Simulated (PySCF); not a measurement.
C₅H₁₁N₂PSi (SMILES Cc1nn([SiH](C)C)cp1)

Input

```
{"job": {"kind": "nmr", "xc": "PBE0", "basis": "pcSseg-1"}, "charge": 0, "multiplicity": 1}
C      3.263160     0.738927    -0.149692
C      2.101358    -0.135602    -0.475665
N      0.905671     0.174665    -0.061202
N     -0.001139    -0.721599    -0.447663
Si    -1.660975    -0.379300     0.073410
C     -2.131698     1.294122    -0.682142
C     -1.638799    -0.347244     1.968484
C      0.493109    -1.742874    -1.171548
P      2.186134    -1.641203    -1.424377
H      3.732884     1.097607    -1.064888
H      4.008356     0.179566     0.414739
H      2.928164     1.588596     0.440299
H     -2.439409    -1.498924    -0.473893
H     -2.137364     1.252519    -1.767798
H     -1.419915     2.060230    -0.386439
H     -3.118129     1.609865    -0.357940
H     -2.610679    -0.079014     2.370175
H     -1.366100    -1.315391     2.379277
H     -0.914760     0.377986     2.329956
H     -0.185019    -2.502254    -1.516131
```

Launched as:

```sh
OMP_NUM_THREADS=1 python probes_run.py task.json out
```

Geometry: GFN2-xTB.

Level of theory: PySCF 2.14.0, PBE0/pcSseg-1, SCF density, gas phase, non-relativistic.

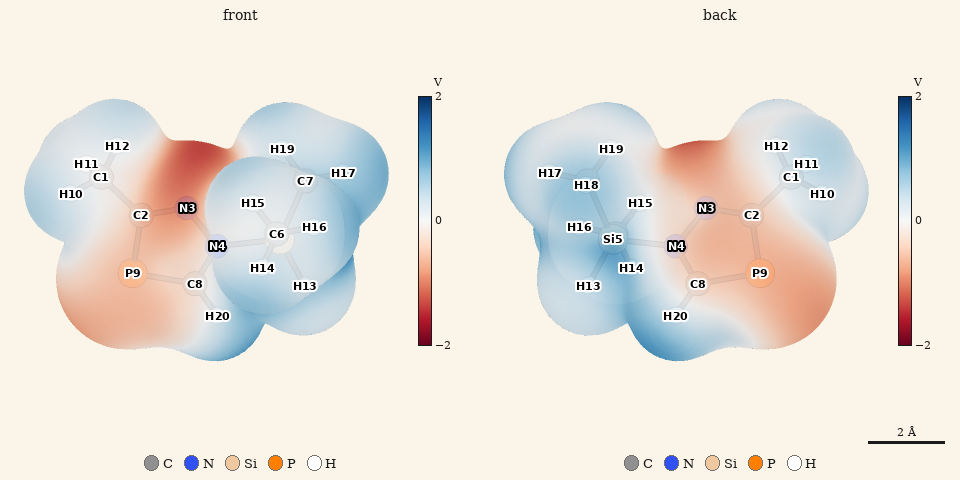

Figure 1. The electrostatic potential painted on the density surface at 0.002 e/bohr³, seen from the front and from behind; the colour scale runs from red (negative) to blue (positive).

Where is the surface potential most negative and most positive?

The most negative region (about −1.3 V) lies over N3, the most positive (about +1.5 V) over Si5. N3 is the likeliest acceptor of a hydrogen bond.

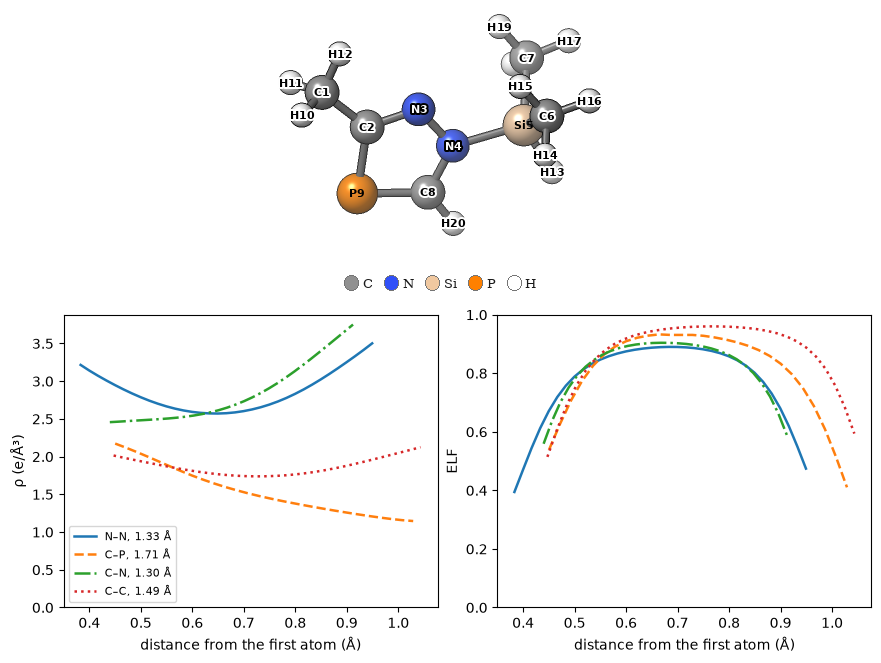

Figure 2. Electron density and electron localisation function along straight lines between neighbouring atoms. The curves leave out the atomic cores. The structure is drawn too.

Compare the contacts.

N–N (1.33 Å): ρ is about 2.6 e/Å³ halfway; the ELF peaks at about 0.90 between the atoms; a covalent bond.
C–P (1.71 Å): ρ is about 1.3 e/Å³ halfway; the ELF peaks at about 0.95 between the atoms; a covalent bond.
C–N (1.30 Å): the density is about 2.6 e/Å³ at the midpoint; the ELF peaks at about 0.90 between the atoms: localised, covalent bonding.
C–C (1.49 Å): ρ at the midpoint is about 1.7 e/Å³; the ELF peaks at about 0.95 between the atoms; a covalent bond.
